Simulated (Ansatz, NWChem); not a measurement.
Errors in the dipole moment

7 molecules with nitrogen; the dipole moment in D, computed less measured. Shapes, held fixed at every level: PBE0-D4/def2-TZVP. No vibrational averaging. Dipoles are compared by magnitude; molecules under 1 D, whose direction can flip, are left out. Programs: Ansatz 0.2.0, NWChem 7.3.0. A level may come from different programs for different species; with the same settings they agree closely. Measured values: NIST CCCBDB.

Levels: A = B3LYP/6-31G* (spherical functions); B = PBE0/def2-SVP; C = B3LYP-D4/def2-TZVPP.

```csv
molecule,measured,A,B,C
HCN (hydrogen cyanide),2.98,-0.08,-0.09,+0.05
HNC (hydrogen isocyanide),3.05,-0.07,+0.10,+0.03
C2F3N (cyanotrifluoromethane),1.33,+0.14,-0.05,+0.07
C2H5N (N-methylmethanimine),1.53,-0.13,-0.09,-0.06
C3H3NO (oxazole),1.50,+0.05,+0.05,+0.06
C2H7N (dimethylamine),1.03,-0.05,-0.07,-0.10
C4H5N (pyrrole),1.84,+0.10,+0.19,+0.07
```

**Question.** Sum up the errors.

**Answer.** 
```
                             level           kind  mean error  mean absolute error  worst case
B3LYP/6-31G* (spherical functions)  global hybrid      -0.006                0.089       C2F3N
                     PBE0/def2-SVP  global hybrid      +0.006                0.091       C4H5N
               B3LYP-D4/def2-TZVPP  global hybrid      +0.017                0.063       C2H7N
```

On this set B3LYP-D4/def2-TZVPP has the smallest mean absolute error and PBE0/def2-SVP the largest. Without C4H5N the largest would be that of B3LYP/6-31G* (spherical functions). B3LYP-D4/def2-TZVPP is too high in 5 of 7. The tabulated values of C2F3N, C4H5N are in doubt (older tables, estimates, or at odds with other calculations) and kept here. Over the 5 molecules whose values aren't doubted the mean absolute errors are A 0.076; B 0.080; C 0.060. The smallest two are near a tie. The largest two are near a tie. The set is small.

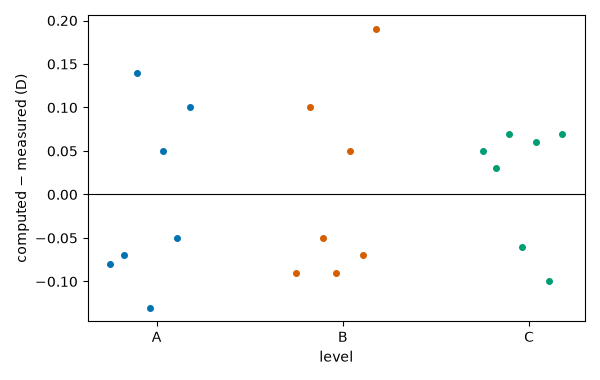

Errors of each level, one point a molecule.
